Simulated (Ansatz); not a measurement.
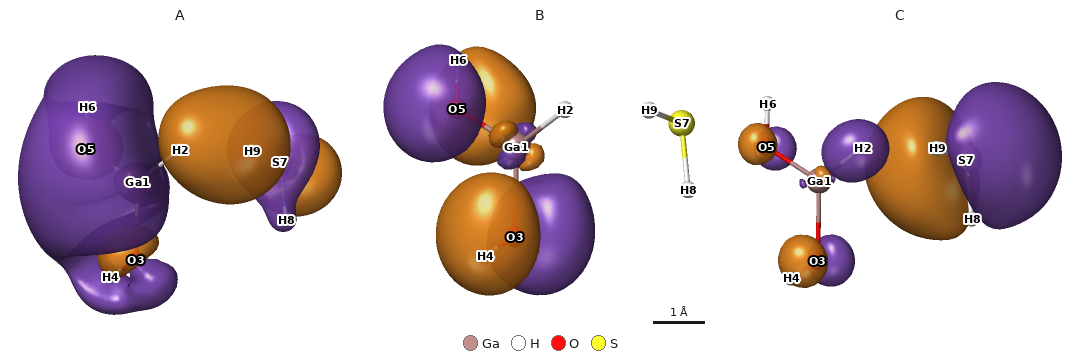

Figure 1: GaH$_{3}$O$_{2}$···H$_{2}$S. Three frontier orbitals at ±0.06 Å⁻³ᐟ² (orange and purple are the two phases), in no order.

Not at a stationary point (largest force 0.8 eV/Å).

The calculation used RKS B3LYP/def2-SVP (Ansatz 0.2.0).

```xyz
9

Ga   -0.0240   -0.4195    0.1586
H    -0.2808   -0.3561    1.7027
O     1.6675   -0.3968   -0.4156
H     1.7489   -0.4216   -1.3789
O    -1.2475   -0.5959   -1.1396
H    -2.1658   -0.5902   -0.8396
S    -0.1230    2.7379    1.5887
H     1.2254    2.6726    1.4697
H    -0.1812    1.4639    2.1213
```

Question: Which picture is the HOMO−1, the HOMO and the LUMO?

Answer: B is the HOMO−1 (−8.05 eV). Its weight (Hirshfeld) is mainly on O3 (about 50 %), O5 (about 40 %) and Ga1 (about 5 %); largely a combination of lone pairs on O3 and O5. C is the HOMO (−7.29 eV). Its weight (Hirshfeld) is mainly on S7 (about 85 %); largely a lone pair of S7. A is the LUMO (−0.61 eV). Its weight (Hirshfeld) is mainly on Ga1 (about 45 %), H2 (about 10 %), S7 (about 10 %), O5 (about 10 %), O3 (about 10 %) and H9 (about 10 %).

Question: What is the HOMO–LUMO gap?

Answer: 6.68 eV between the orbital energies.
